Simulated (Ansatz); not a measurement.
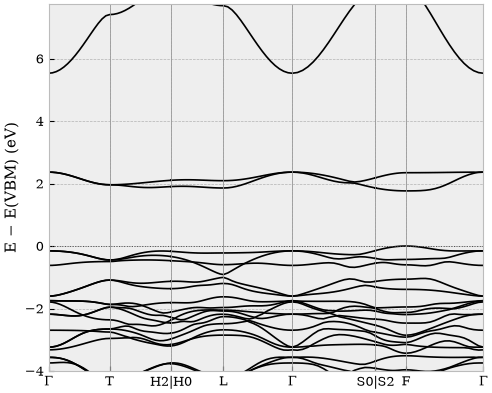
Figure: Band structure from DFT-LDA in the program Ansatz with PAW potentials

The gap is 1.75 eV; an edge lies off the plotted path or next to a special point (maximum at F, minimum off the standard path).

The material is ZnPdF6 in space group R-3 (No. 148; Zn on 3b, Pd on 3a, F on 18f).

The workflow started from a Materials Project entry (that database holds measured and hypothetical structures alike); the Crystallography Open Database files this formula in space group No. 148, but the cells were not matched. Whether it is the stable phase at ambient conditions was not checked. The LDA relaxation kept the symmetry of its start; of distortions, only those at the zone centre were tested. The run is not spin-polarised. Scalar-relativistic: spin–orbit coupling is off unless named, which matters more the heavier the elements.

Potentials: the later of the program's two PAW sets.
